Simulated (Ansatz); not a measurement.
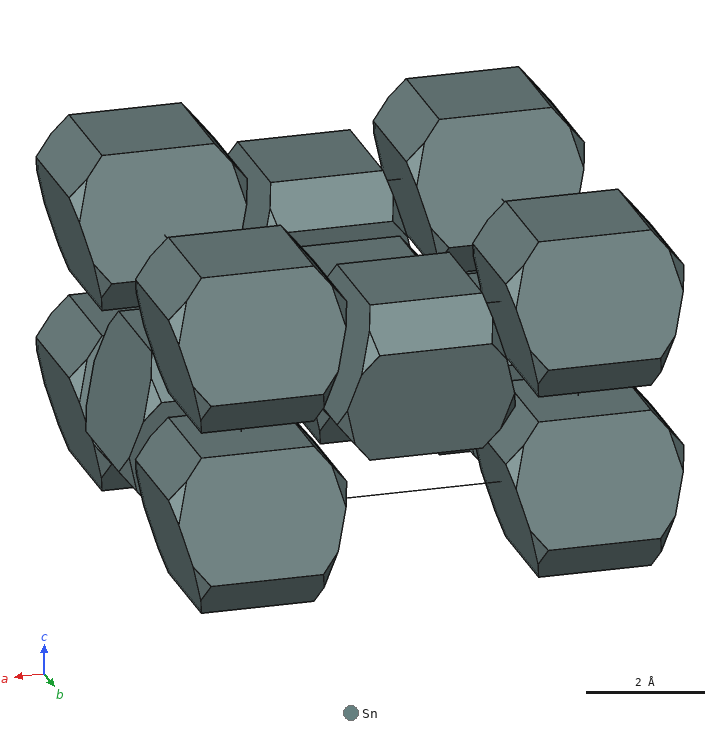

Computed Voronoi cells of the atoms in the unit cell of Sn (space group I4_1/amd (No. 141), a = 5.969 Å, b = 5.969 Å, c = 3.283 Å, α = 90.00°, β = 90.00°, γ = 90.00°), coloured by the element inside, shrunk a little to part them. Source: coordinates from a relaxation at fixed volume with Ansatz 0.2.0, DFT r2SCAN, scalar-relativistic, plane waves, PAW.

```json
{"site": "Sn", "Wyckoff": "4a", "x": "0.0000", "y": "0.5000", "z": "0.2500"}
```

### What share of the volume falls to each element, and how large are the cells?

Sn: 29.2 Å³ per atom, 100 % of the volume. The partition uses no radii, so it reflects positions alone and not ionic sizes.
